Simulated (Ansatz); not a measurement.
```
Cs Os
1.0
     4.11689    0.00000    0.00000
     0.00000    4.11689    0.00000
     0.00000    0.00000    4.11689
Cs Os
1 3
Direct
  0.00000 0.00000 0.00000
  0.00000 0.50000 0.50000
  0.50000 0.00000 0.50000
  0.50000 0.50000 0.00000
```

Space group Pm-3m; started from the Cu3Au (L1_2)_221 prototype, which need not be the ambient phase; computed without spin polarisation.

Level of theory: DFT PBE, scalar-relativistic, plane waves, PAW in Ansatz 0.2.0.

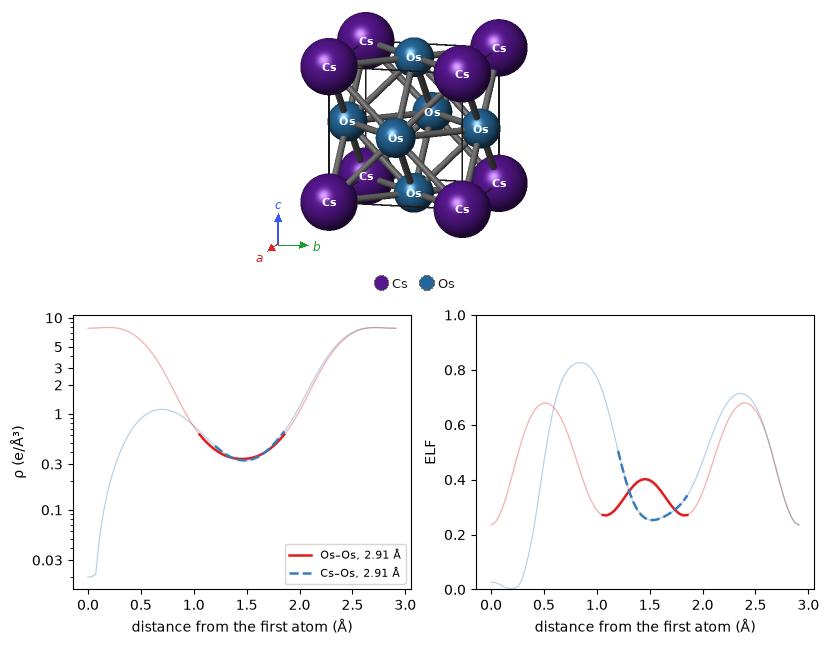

CsOs3. Valence pseudo-density and electron localisation function along straight lines between neighbouring atoms. Thin, pale parts lie inside the atomic spheres. The structure is drawn too.

The density is the valence pseudo-density of a PAW calculation; it isn't the true density close to the nuclei.

### What can be read from the curves?

Os–Os (2.91 Å): ρ at the midpoint is about 0.34 e/Å³; the ELF is about 0.40 at the midpoint.
Cs–Os (2.91 Å): ρ is about 0.33 e/Å³ halfway; the ELF is about 0.25 at the midpoint; no shared electron pair shows on this line.
